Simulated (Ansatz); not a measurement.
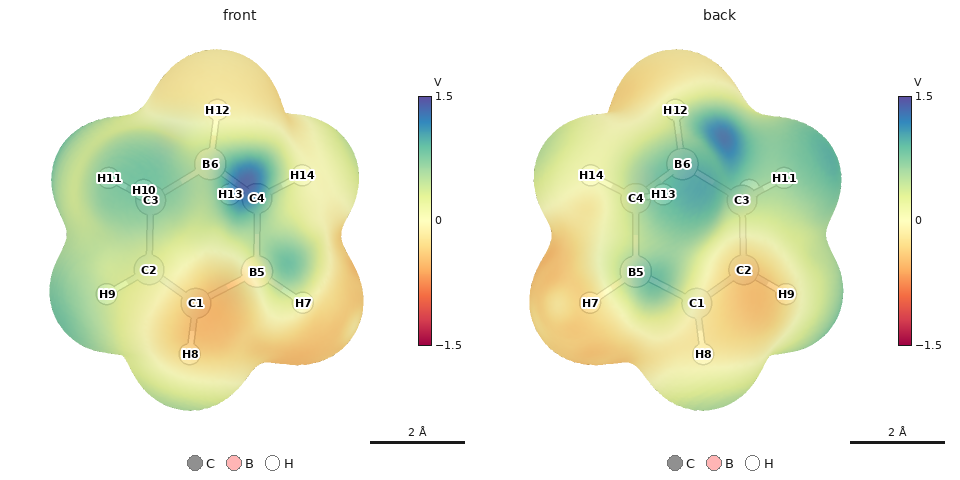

Figure. C4H8B2 (SMILES B1C=CCBC1). The electrostatic potential painted on the density surface at 0.002 e/bohr³, seen from the front and from behind; the colour scale runs from red (negative) to blue (positive).

Geometry: B3LYP/def2-SVP.

Computed with isolated molecule in a Gaussian basis; Kohn-Sham density functional theory, functional PBE0 in Ansatz.

The calculation's input:

```
crystal:
  periodic: [false, false, false]
  atoms:
    - {symbol: C, position_ang: [0.776958, -1.685369, -0.759287]}
    - {symbol: C, position_ang: [1.757604, -1.351582, 0.114565]}
    - {symbol: C, position_ang: [1.995701, 0.038160, 0.643626]}
    - {symbol: C, position_ang: [-0.339914, 0.739150, -0.528026]}
    - {symbol: B, position_ang: [-0.230709, -0.633381, -1.289134]}
    - {symbol: B, position_ang: [0.979962, 1.157507, 0.189741]}
    - {symbol: H, position_ang: [-0.928250, -0.879760, -2.248805]}
    - {symbol: H, position_ang: [0.747258, -2.726464, -1.103121]}
    - {symbol: H, position_ang: [2.462308, -2.124217, 0.456742]}
    - {symbol: H, position_ang: [3.032314, 0.357347, 0.409820]}
    - {symbol: H, position_ang: [2.013073, 0.021766, 1.755867]}
    - {symbol: H, position_ang: [1.239605, 2.314639, 0.441725]}
    - {symbol: H, position_ang: [-0.923933, 0.414888, 0.374409]}
    - {symbol: H, position_ang: [-0.933569, 1.538183, -0.994657]}
basis:
  gaussian:
    orbitals: def2-SVPD
hamiltonian:
  xc: {name: PBE0}
output: {forces: true, orbitals: {seedname: orbitals}}
```

Command:

```sh
ansatz run input.yaml --threads 2 --pin off --max-ram 4350MiB --events-out events.jsonl --progress --plain --runs-dir runs
```

**Where is the surface potential most negative and most positive?**

The most negative region (about −0.5 V) lies over C1, C2 and H7, the most positive (about +1.3 V) over B6.
